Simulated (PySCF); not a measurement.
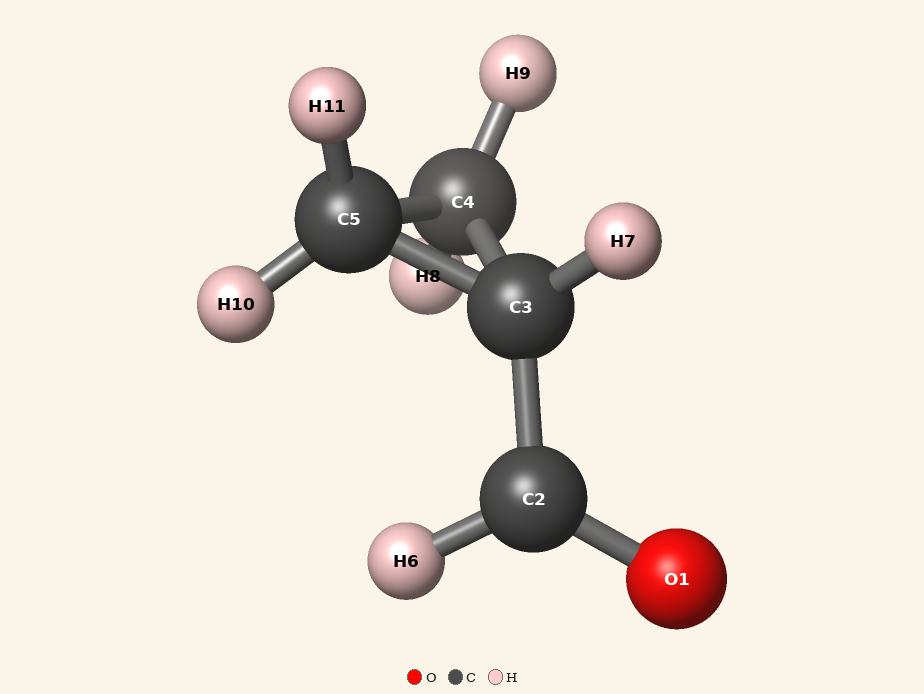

State: charge −1, doublet. The computed structure is the end point of a PBE0-D3(BJ)/def2-SVP optimisation. No frequency run is at hand to confirm it as a minimum. Method: UKS PBE0, IGLO-III on C O, pcH-1 on H, non-relativistic (PySCF 2.14.0). Fermi-contact and spin-dipolar terms alone, no spin-orbit part.

Question: Which nucleus has the largest dipolar (anisotropic) hyperfine coupling?

Answer: 17O at O1: principal values −103.5, 50.0, 53.4 MHz.

List the isotropic and dipolar parts for the most strongly coupled nuclei, one of each equivalent set.

```tsv
atom	isotope	a_iso (MHz)	dipolar part (MHz)
O1	17O	−33.4	−103.5, 50.0, 53.4
C2	13C	81.9	−42.9, −40.1, 83.0
H6	1H	−27.6	−21.4, 1.0, 20.3
C4	13C	136.0	−5.6, −4.3, 9.9
H7	1H	23.1	−4.0, −2.9, 6.9
H8	1H	−5.6	−5.1, −1.3, 6.3
H9	1H	11.9	−3.7, −2.5, 6.2
H10	1H	−1.9	−2.8, −1.9, 4.7
```
